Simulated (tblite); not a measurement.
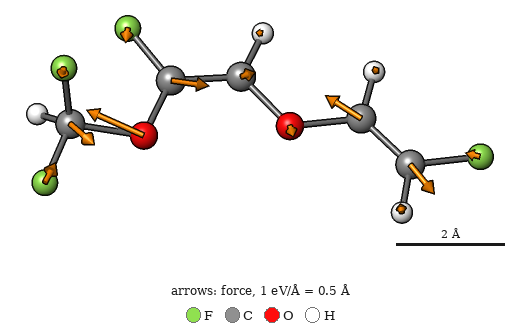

Starting geometry of C$_{5}$H$_{4}$F$_{4}$O$_{2}$ with the computed forces as orange arrows. Style: ball-and-stick. Shown at a tilt.

These are results of GFN2-xTB geometry optimisation, gas phase in tblite 0.8.0, not measurements. 

What follows when this structure is relaxed?

It isn't relaxed: the largest force vector, on an O atom, is 2.38 eV/Å. The final displacements have little in common with the starting forces (cosine between the two patterns 0.14). The atom that moves furthest after the best rigid fit is an F atom (1.14 Å). By element the largest moves are F 1.14 Å, H 0.95 Å, O 0.55 Å, C 0.35 Å. Some distances before and after: C–O 1.416 → 1.368 Å, C–F 1.360 → 1.332 Å, C–O 1.376 → 1.359 Å, C–C 1.310 → 1.326 Å. Among the angles between lasting bonds that change: F–C–O 121.5° → 114.1°, C–O–C 110.4° → 117.1°, C–C–O 120.7° → 126.4°. Groups turn about C–O by about 40°. After 114 geometry steps the energy has fallen by 5.69 kcal/mol.
